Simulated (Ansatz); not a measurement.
All values below come from PBE (plane waves to 420 eV, PAW; Ansatz, an electronic-structure program).

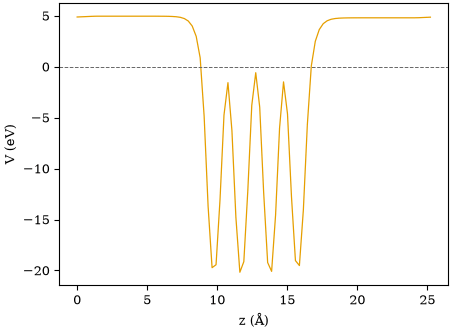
Fig. 1. Planar average of the electrostatic potential across the slab, in eV from the Fermi level, for Ti on a Co site (surface) in a 3x3 cell of the 1x1 (0001) surface of hcp Co, ferromagnetic

Set-up: 36 atoms, 6.0 Å thick at the start (thin: gaps and levels are the slab's own); mesh 5x5x1; 0.1 eV smearing; dipole correction on; 9 atoms held, the rest relaxed; held to the start's symmetry, so lower structures may exist; spin-polarised, no spin-orbit, no U.

The vacuum level lies 4.81 eV above the Fermi level over the top face and 4.96 eV above it under the bottom face.
